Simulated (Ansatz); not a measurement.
# CH11BOSi3: the cost of one run

Method: RKS r2SCAN-D4/6-31G*, in Ansatz 0.2.0.

## Step 1: The starting structure

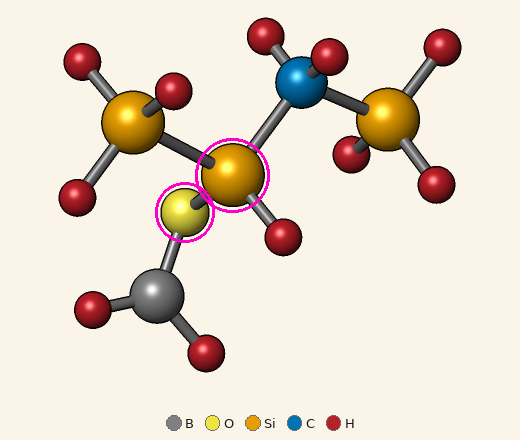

Start, viewed from a chosen angle; boron grey, oxygen yellow, silicon amber, carbon blue, hydrogen red. Ringed: O2, Si3.

Its coordinates follow in the input file.

## Step 2: Relaxing end A

input.yaml

```yaml
crystal:
  periodic: [false, false, false]
  atoms:
    - { symbol: B, position_ang: [-1.917, -0.9655, 1.5645] }
    - { symbol: O, position_ang: [-0.6932, -0.2127, 1.4816] }
    - { symbol: Si, position_ang: [-0.1782, -0.3696, -0.1576] }
    - { symbol: Si, position_ang: [0.9566, -2.3277, -0.4118] }
    - { symbol: C, position_ang: [1.076, 0.9847, -0.5368] }
    - { symbol: Si, position_ang: [0.2275, 2.6658, -0.3766] }
    - { symbol: H, position_ang: [-2.9503, -0.3397, 1.3608] }
    - { symbol: H, position_ang: [-1.9524, -2.0461, 1.8472] }
    - { symbol: H, position_ang: [-1.2587, -0.2518, -1.0576] }
    - { symbol: H, position_ang: [-0.0637, -3.4236, -0.0987] }
    - { symbol: H, position_ang: [2.0101, -2.4191, 0.5407] }
    - { symbol: H, position_ang: [1.3847, -2.445, -1.7752] }
    - { symbol: H, position_ang: [1.8676, 0.9692, 0.1849] }
    - { symbol: H, position_ang: [1.4357, 0.8772, -1.5334] }
    - { symbol: H, position_ang: [-0.8908, 2.6998, -1.3253] }
    - { symbol: H, position_ang: [1.1994, 3.7515, -0.6583] }
    - { symbol: H, position_ang: [-0.2722, 2.8522, 0.9918] }
basis:
  gaussian: { orbitals: "6-31G*" }
hamiltonian:
  xc: r2scan
  dispersion: d4
relax:
  f_tol: 0.015
  max_steps: 40
output:
  orbitals: {}
```

Run with:

```sh
$ ansatz run input.yaml --threads 2 --pin off --max-ram 3072MiB --backend cpu --events-out ev --progress --plain --runs-dir out
```

**Question.** How long does this run take on 2 threads of Arm Neoverse V1, shared host, and how much memory does it need?

About 2.2 min, with a peak of 0.22 GiB.
